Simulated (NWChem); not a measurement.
# One shape, several levels: C2F2 (SMILES FC#CF)

Wanted: a comparison of 4 runs (B3LYP/cc-pVTZ, M06-L/cc-pVTZ, PBE0/cc-pVTZ, r2SCAN/cc-pVTZ) of C2F2. 

The results are computed with NWChem 7.3.0.

## Step 1: The molecule

C2F2 has 4 atoms, charge 0, and is taken as a singlet. SMILES: `FC#CF`. Geometry: relaxed at PBE0-D4/def2-TZVP.

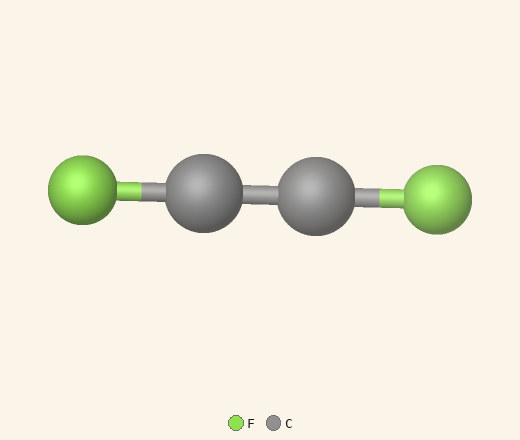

The structure, seen from a chosen angle (fluorine green, carbon grey).

## Step 2: Energy and gradient at B3LYP/cc-pVTZ (run 1)

Input file struct.nw:

```
start struct
title "C2F2 B3LYP"
memory stack 880 mb heap 220 mb global 1100 mb
charge 0

geometry units angstrom noautosym nocenter noautoz
F       -0.136400       0.128000       1.852800
C       -0.033700       0.030200       0.583200
C        0.061400      -0.060400      -0.593400
F        0.164100      -0.158200      -1.863000
end

basis spherical bse
* library cc-pVTZ
end

dft
xc b3lyp
grid fine
convergence energy 1e-08
maxiter 100
mulliken
noprint "final vectors analysis"
end

task dft gradient
```

Command:

```
$ nwchem struct.nw > struct.out
```

What it wrote:

```text
[...]
          Wavefunction type:  closed shell.
          No. of atoms     :     4
          No. of electrons :    30
[...]
          Charge           :     0
          Spin multiplicity:     1
[...]
          AO basis - number of functions:   120
[...]
              XC Information
              --------------
                         B3LYP Method XC Potential
                     Hartree-Fock (Exact) Exchange  0.200
                        Slater Exchange Functional  0.800 local
                    Becke 1988 Exchange Functional  0.720 non-local
              Lee-Yang-Parr Correlation Functional  0.810
                  VWN I RPA Correlation Functional  0.190 local
[...]
 d= 0,ls=0.0,diis     1   -275.7916561133 -3.71D+02  6.04D-03  9.28D-01     2.7
[...]
 d= 0,ls=0.0,diis     8   -275.8554903095  3.93D-10  3.97D-07  1.15D-08    17.6
         Total DFT energy =     -275.855490309516
      One electron energy =     -569.440279197547
           Coulomb energy =      229.792599831702
    Exchange-Corr. energy =      -31.718814813726
 Nuclear repulsion energy =       95.511003870056
[...]
      Total Density - Mulliken Population Analysis
     ---------------------------------------------
    Atom       Charge   Shell Charges
 -----------   ------   -------------------------------------------------------
    1 F    9     9.08   1.94  0.28  1.05  0.60  1.59  2.37  1.23  0.00  0.02  0.00
    2 C    6     5.92   1.96  0.19  0.69  0.20  0.91  1.37  0.47  0.04  0.07  0.02
    3 C    6     5.92   1.96  0.19  0.69  0.20  0.91  1.37  0.47  0.04  0.07  0.02
    4 F    9     9.08   1.94  0.28  1.05  0.60  1.59  2.37  1.23  0.00  0.02  0.00
[...]
  wavefunction    = closed shell
                         DFT ENERGY GRADIENTS
    atom               coordinates                        gradient
                 x          y          z           x          y          z
   1 F      -0.257759   0.241885   3.501284    0.000703  -0.000669  -0.008694
   2 C      -0.063684   0.057070   1.102088   -0.000726   0.000692   0.009000
   3 C       0.116029  -0.114139  -1.121363    0.000726  -0.000692  -0.009000
   4 F       0.310104  -0.298955  -3.520560   -0.000703   0.000669   0.008694
[...]
```

Run time: 26 s. Hardware: 1 thread of AMD EPYC 7B13 (Zen 3), shared host; peak memory 0.13 GiB.

## Step 3: Energy and gradient at M06-L/cc-pVTZ (run 2)

Input file m1.xyz:

```xyz
4

F     -0.136400     0.128000     1.852800
C     -0.033700     0.030200     0.583200
C      0.061400    -0.060400    -0.593400
F      0.164100    -0.158200    -1.863000
```

Input file m1.nw:

```
start m1
memory 2200 mb
charge 0
geometry units angstrom noautosym nocenter noautoz
  load format xyz m1.xyz
end
basis spherical bse
  F library cc-pVTZ
  C library cc-pVTZ
end
dft
  xc m06-l
  mult 1
  grid fine
  convergence energy 1e-08
  iterations 100
  mulliken
end
task dft gradient
```

Command:

```
$ nwchem m1.nw > m1.out
```

What it wrote:

```text
[...]
          Wavefunction type:  closed shell.
          No. of atoms     :     4
          No. of electrons :    30
[...]
          Charge           :     0
          Spin multiplicity:     1
[...]
          AO basis - number of functions:   120
[...]
              XC Information
              --------------
                        M06-L Method XC Functional
                         M06-L Exchange Functional  1.000
                       M06-L Correlation Potential  1.000
[...]
 d= 0,ls=0.0,diis     1   -275.7541554048 -3.71D+02  5.40D-03  6.07D-01     2.9
[...]
 d= 0,ls=0.0,diis     8   -275.8071761762  1.90D-09  1.12D-06  9.00D-08    19.0
         Total DFT energy =     -275.807176176187
      One electron energy =     -569.523123516755
           Coulomb energy =      229.909766714149
    Exchange-Corr. energy =      -31.704823243637
 Nuclear repulsion energy =       95.511003870056
[...]
      Total Density - Mulliken Population Analysis
     ---------------------------------------------
    Atom       Charge   Shell Charges
 -----------   ------   -------------------------------------------------------
    1 F    9     9.12   1.95  0.28  1.09  0.61  1.55  2.42  1.21  0.00  0.02  0.00
    2 C    6     5.88   1.96  0.18  0.71  0.18  0.89  1.41  0.42  0.04  0.07  0.02
    3 C    6     5.88   1.96  0.18  0.71  0.18  0.89  1.41  0.42  0.04  0.07  0.02
    4 F    9     9.12   1.95  0.28  1.09  0.61  1.55  2.42  1.21  0.00  0.02  0.00
[...]
  wavefunction    = closed shell
                         DFT ENERGY GRADIENTS
    atom               coordinates                        gradient
                 x          y          z           x          y          z
   1 F      -0.257759   0.241885   3.501284   -0.000022   0.000021   0.000271
   2 C      -0.063684   0.057070   1.102088    0.000050  -0.000047  -0.000605
   3 C       0.116029  -0.114139  -1.121363   -0.000050   0.000047   0.000605
   4 F       0.310104  -0.298955  -3.520560    0.000022  -0.000021  -0.000271
[...]
```

Run time: 28 s. Hardware: 1 thread of AMD EPYC 7B13 (Zen 3), shared host; peak memory 0.13 GiB.

## Step 4: Energy and forces at PBE0/cc-pVTZ (run 3)

Input file c2f2.xyz:

```xyz
4
C2F2
F     -0.136400     0.128000     1.852800
C     -0.033700     0.030200     0.583200
C      0.061400    -0.060400    -0.593400
F      0.164100    -0.158200    -1.863000
```

Input file c2f2.nw:

```
start c2f2
title "C2F2"
memory 2200 mb
charge 0

geometry units angstrom noautosym nocenter noautoz
  load c2f2.xyz
end

basis "ao basis" spherical bse
  * library cc-pVTZ
end

dft
  xc pbe0
  grid fine
  convergence energy 1e-08
  iterations 100
  mulliken
end

task dft gradient
```

Command:

```
$ nwchem c2f2.nw > c2f2.out
```

What it wrote:

```text
[...]
          Wavefunction type:  closed shell.
          No. of atoms     :     4
          No. of electrons :    30
[...]
          Charge           :     0
          Spin multiplicity:     1
[...]
          AO basis - number of functions:   120
[...]
              XC Information
              --------------
                         PBE0 Method XC Functional
                     Hartree-Fock (Exact) Exchange  0.250
          PerdewBurkeErnzerhof Exchange Functional  0.750
            Perdew 1991 LDA Correlation Functional  1.000 local
           PerdewBurkeErnz. Correlation Functional  1.000 non-local
[...]
 d= 0,ls=0.0,diis     1   -275.5166765314 -3.71D+02  5.19D-03  7.27D-01     2.7
[...]
 d= 0,ls=0.0,diis     8   -275.5721422327  1.62D-11  1.91D-07  2.67D-09    17.8
         Total DFT energy =     -275.572142232732
      One electron energy =     -569.360121139612
           Coulomb energy =      229.707077815594
    Exchange-Corr. energy =      -31.430102778770
 Nuclear repulsion energy =       95.511003870056
[...]
      Total Density - Mulliken Population Analysis
     ---------------------------------------------
    Atom       Charge   Shell Charges
 -----------   ------   -------------------------------------------------------
    1 F    9     9.07   1.94  0.28  1.06  0.59  1.57  2.40  1.21  0.00  0.02  0.00
    2 C    6     5.93   1.96  0.18  0.70  0.20  0.88  1.42  0.45  0.04  0.08  0.02
    3 C    6     5.93   1.96  0.18  0.70  0.20  0.88  1.42  0.45  0.04  0.08  0.02
    4 F    9     9.07   1.94  0.28  1.06  0.59  1.57  2.40  1.21  0.00  0.02  0.00
[...]
  wavefunction    = closed shell
                         DFT ENERGY GRADIENTS
    atom               coordinates                        gradient
                 x          y          z           x          y          z
   1 F      -0.257759   0.241885   3.501284    0.000038  -0.000036  -0.000475
   2 C      -0.063684   0.057070   1.102088   -0.000106   0.000102   0.001336
   3 C       0.116029  -0.114139  -1.121363    0.000106  -0.000102  -0.001335
   4 F       0.310104  -0.298955  -3.520560   -0.000038   0.000036   0.000475
[...]
```

Run time: 26 s. Hardware: 1 thread of AMD EPYC 7B13 (Zen 3), shared host; peak memory 0.13 GiB.

## Step 5: Energy and gradient at r2SCAN/cc-pVTZ (run 4)

Edit m1.xyz of step 3 so:

```diff
@@ -1,3 +1,3 @@
 4
-
+C2F2 r2SCAN
 F     -0.136400     0.128000     1.852800
```

Input file run.py:

```python
from ase.io import read
from ase.calculators.nwchem import NWChem

molecule = read('m1.xyz')

calc = NWChem(
    label='m1',
    theory='dft',
    memory='2200 mb',
    basis='cc-pVTZ',
    basispar='spherical bse',
    dft={'xc': 'r2scan', 'mult': '1', 'grid': 'fine', 'convergence': 'energy 1e-08', 'iterations': '100', 'mulliken': None},
)
molecule.calc = calc

forces = molecule.get_forces()
e = molecule.get_potential_energy()
print(f"E = {e:.6f} eV")
print("forces (eV/A):")
for s, f in zip(molecule.symbols, forces):
    print(f"{s:2s} {f[0]:10.5f} {f[1]:10.5f} {f[2]:10.5f}")
print("dipole (e A):", molecule.get_dipole_moment().round(4))
```

Command:

```
$ export ASE_NWCHEM_COMMAND="nwchem PREFIX.nwi > PREFIX.nwo"
$ python run.py
```

What it wrote:

```text
E = -7502.860297 eV
forces (eV/A):
F    -0.02247    0.02139    0.27804
C    -0.00653    0.00622    0.08058
C     0.00653   -0.00622   -0.08058
F     0.02247   -0.02139   -0.27804
dipole (e A): [ 0. -0. -0.]
```

The calculator wrote m1.nwi:

```
title "m1"

permanent_dir m1

scratch_dir m1

start m1

geometry units angstrom nocenter noautosym noautoz
  F  -1.3639999999999999e-01 1.2800000000000000e-01 1.8528000000000000e+00
  C  -3.3700000000000001e-02 3.0200000000000001e-02 5.8320000000000005e-01
  C  6.1400000000000003e-02 -6.0400000000000002e-02 -5.9340000000000004e-01
  F  1.6410000000000000e-01 -1.5820000000000001e-01 -1.8630000000000000e+00
end

memory 2200 mb

basis spherical bse noprint
   * library cc-pVTZ
end

dft
  xc r2scan
  mult 1
  grid fine
  convergence energy 1e-08
  iterations 100
  mulliken
end

task dft gradient
```

m1.nwo, cut to the lines that bear on the results:

```text
[...]
         Total DFT energy =     -275.725032543284
[...]
  wavefunction    = closed shell
                         DFT ENERGY GRADIENTS
    atom               coordinates                        gradient
                 x          y          z           x          y          z
   1 F      -0.257759   0.241885   3.501284    0.000437  -0.000416  -0.005407
   2 C      -0.063684   0.057070   1.102088    0.000127  -0.000121  -0.001567
   3 C       0.116029  -0.114139  -1.121363   -0.000127   0.000121   0.001567
   4 F       0.310104  -0.298955  -3.520560   -0.000437   0.000416   0.005407
[...]
```

Wall time 29 s (1 thread of AMD EPYC 7B13 (Zen 3), shared host); peak memory 0.13 GiB.

## Step 6: Overview of the runs

| run | level | energy (Eh) | dipole moment (D) | largest force (eV/Å) | wall time |
| --- | --- | --- | --- | --- | --- |
| 1 | B3LYP/cc-pVTZ | -275.855490 | 0.00 | 0.466 | 26 s |
| 2 | M06-L/cc-pVTZ | -275.807176 | 0.00 | 0.031 | 28 s |
| 3 | PBE0/cc-pVTZ | -275.572142 | 0.00 | 0.069 | 26 s |
| 4 | r2SCAN/cc-pVTZ | -275.725033 | 0.00 | 0.280 | 29 s |

## Step 7: Summary of results

```
                       quantity          value
            run 4: total energy  -275.72503 Eh
           run 4: dipole moment         0.00 D
             run 4: HOMO energy       -6.99 eV
             run 4: LUMO energy        0.15 eV
           run 4: HOMO–LUMO gap        7.14 eV
run 4: largest force on an atom     0.280 eV/Å
```

Over runs 2, 3, 4 the HOMO–LUMO gap runs from 7.14 eV (r2SCAN/cc-pVTZ) to 9.31 eV (PBE0/cc-pVTZ). Totals of different functionals can't be ranked against each other. All runs together took 1.8 min, the longest 29 s.
